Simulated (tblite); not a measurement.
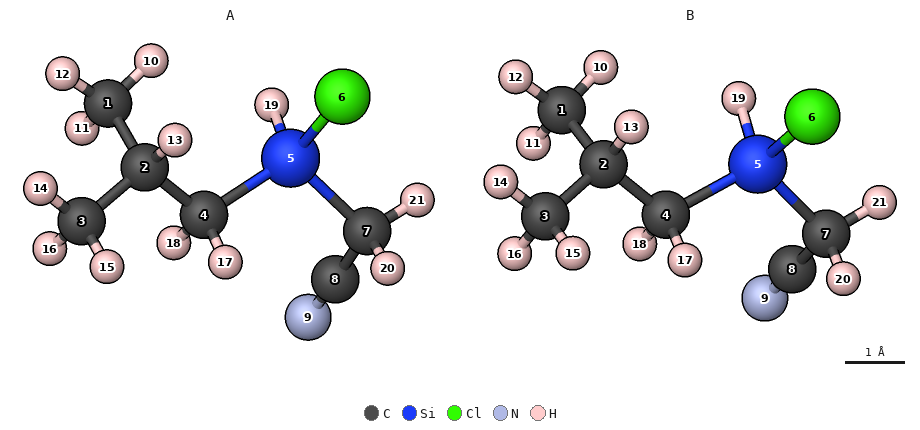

Two geometries of C$_{6}$H$_{12}$ClNSi, drawn at one scale. One is the start of a relaxation, the other its converged end. A ball-and-stick model, seen at a tilt.

Computed with GFN2-xTB geometry optimisation, gas phase (tblite). 

**Which of the two is the end point?**

Structure A is the relaxed one. The energy falls by 13.4 kJ/mol in 124 geometry steps. Cl6 moves most after the best rigid fit: 0.49 Å. Largest moves by element: Cl 0.49 Å, N 0.45 Å, H 0.39 Å, C 0.27 Å, Si 0.22 Å. Among the contacts that change: Si5–C7 1.866 → 1.924 Å, C7–C8 1.462 → 1.428 Å, Si5–H19 1.487 → 1.463 Å, Si5–Cl6 2.050 → 2.027 Å. Bond angles that change, for instance: C4–Si5–H19 110.6° → 114.3°, Si5–C4–H17 105.8° → 108.9°, C4–Si5–C7 111.5° → 108.6°.
